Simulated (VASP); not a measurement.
Input:

```
CELL_PARAMETERS angstrom
      3.60244     0.00000     0.00000
      0.00000     3.60244     0.00000
      0.00000     0.00000     5.22256
ATOMIC_POSITIONS crystal
  Zr 0.00000 0.00000 0.00000
  Zr 0.50000 0.50000 0.50000
  O  0.00000 0.50000 0.30201
  O  0.00000 0.50000 0.80201
  O  0.50000 0.00000 0.19799
  O  0.50000 0.00000 0.69799
```

The numbers are results of r2SCAN meta-GGA, VASP's PBE PAW potentials (set 64) (plane waves; VASP), not measurements. Run with 520 eV cut-off, 7×7×5 Γ-centred mesh, tetrahedra with Blöchl corrections, potentials Zr_sv O.

The path is coarsely sampled, so an indirect gap can come out somewhat too large.

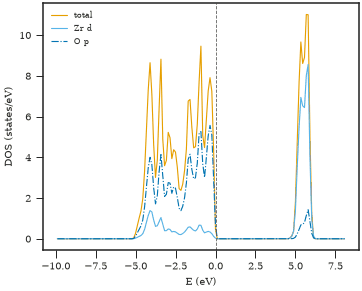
Total and projected density of states, zero at the valence-band maximum

Within 2 eV below the valence-band maximum the largest weight inside VASP's projection spheres is O p.

The gap is indirect, 4.58 eV, from the valence maximum at M-Γ at 0.60 to the conduction minimum at Γ.

The structure comes from a computed database's ZrO2 entry (P4_2/nmc); how it stands against other phases isn't given here. It was relaxed first.
